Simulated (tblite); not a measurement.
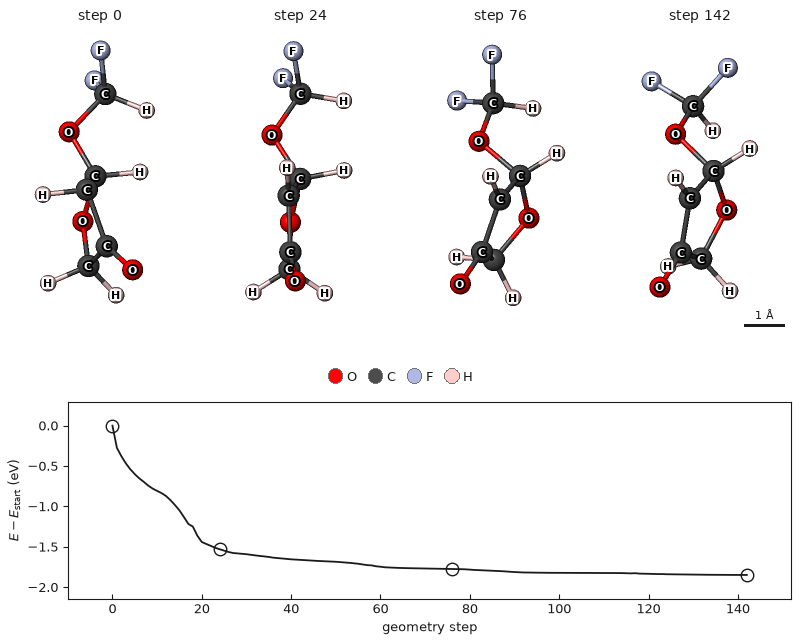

Frames of a relaxation of C$_{5}$H$_{5}$F$_{2}$O$_{3}$ (multiplicity 2), marked on the history of the run. A ball-and-stick model, seen from a free direction.

These are results of GFN2-xTB geometry optimisation, gas phase (tblite), not measurements. 

> Describe the path.

The largest move after the best rigid fit is that of an O atom, 1.90 Å. Largest moves by element: O 1.90 Å, H 1.52 Å, F 1.19 Å, C 0.68 Å. Near-neighbour distances that change, for instance: C–C 1.509 → 1.425 Å, C–O 1.369 → 1.433 Å, C–F 1.382 → 1.334 Å, C–H 1.118 → 1.072 Å. Among the angles between lasting bonds that change: C–C–H 103.2° → 126.6°, C–C–H 106.5° → 123.7°, C–C–C 98.0° → 108.8°. Groups turn about C–O by about 60°, C–O by about 45°. The energy falls by 1.848 eV in 142 geometry steps. From step 0 to 24: an H atom moves most (1.45 Å), energy −1.530 eV. From step 24 to 76: O and H atoms move most (0.97 Å), energy −0.244 eV. From step 76 to 142: an F atom moves most (1.03 Å), energy −0.074 eV.

| step | E − E(0), eV |
| --- | --- |
| 0 | 0.0000 |
| 1 | -0.2756 |
| 2 | -0.3784 |
| 3 | -0.4669 |
| 4 | -0.5400 |
| 5 | -0.6002 |
| 6 | -0.6525 |
| 7 | -0.6950 |
| 8 | -0.7419 |
| 9 | -0.7792 |
| 10 | -0.8081 |
| 17 | -1.2172 |
| 24 | -1.5300 |
| 31 | -1.5990 |
| 38 | -1.6448 |
| 45 | -1.6713 |
| 52 | -1.6933 |
| 59 | -1.7409 |
| 66 | -1.7641 |
| 73 | -1.7701 |
| 79 | -1.7784 |
| 86 | -1.7973 |
| 93 | -1.8179 |
| 100 | -1.8220 |
| 107 | -1.8223 |
| 114 | -1.8251 |
| 121 | -1.8358 |
| 128 | -1.8424 |
| 135 | -1.8466 |
| 142 | -1.8481 |
